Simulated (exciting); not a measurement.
Consider CeO2, space group Fm-3m.

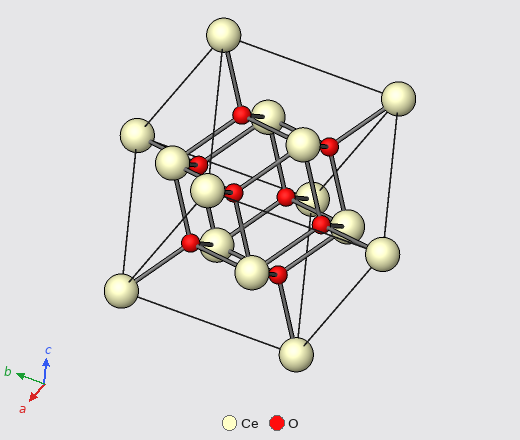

The structure (cerium light yellow, oxygen red). Some periodic images of atoms are drawn too.

```cif
data_structure
_symmetry_space_group_name_H-M 'P 1'
_symmetry_Int_Tables_number 1
_cell_length_a 3.8235
_cell_length_b 3.8235
_cell_length_c 3.8235
_cell_angle_alpha 60.000
_cell_angle_beta 60.000
_cell_angle_gamma 60.000
_cell_volume 39.53
loop_
_atom_site_label
_atom_site_type_symbol
_atom_site_fract_x
_atom_site_fract_y
_atom_site_fract_z
_atom_site_occupancy
Ce1 Ce 0.00000 0.00000 0.00000 1
O2 O 0.75000 0.75000 0.75000 1
O3 O 0.25000 0.25000 0.25000 1
```

Absorber: atom 2, with 4 Ce at 2.34 Å (tetrahedral, site symmetry -43m). Method: exciting, all-electron LAPW+lo, PBE, exchange and screened direct term (singlet BSE), 5×5×5 shifted k points, 28 conduction bands, |G+q| up to 3 bohr⁻¹, full RPA screening with nempty = 49, Lorentzian half width 0.45 eV.

Predict the O K near-edge structure at this level.

Bound core exciton? Yes on this mesh: the first bright state (over 5 % of the brightest) lies at -0.68 eV from the Kohn–Sham onset. Maxima (height): -0.5 eV (1.00), 3.4 eV (0.69), 7.7 eV (0.77), 13.7 eV (0.38) and 23.0 eV (0.31).

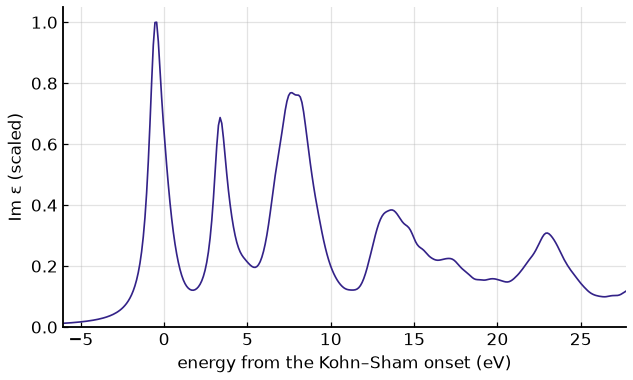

Energy from the Kohn–Sham onset, core level to the lowest empty state found on the meshes used; Im ε in relative units.

With 125 k points the binding energies are rough. Exchange and the short-range direct term aren't converged in the kernel cutoff. The zero comes from the shifted mesh, which comes near the band minimum without meeting it. The structure is a published determination, not relaxed.

[Banner, clock and machine lines of the logs are left out without a mark of their own.]

[Logs are printed without paths, hosts, clocks, repeated set-up lines and the standing remarks that a program may print on its own settings, such as how far it seeks lower states.]

[Hosts, paths, dates, database ids (printed as entryN), source tags and the programs' standing remarks are cut or masked in the printed files.]
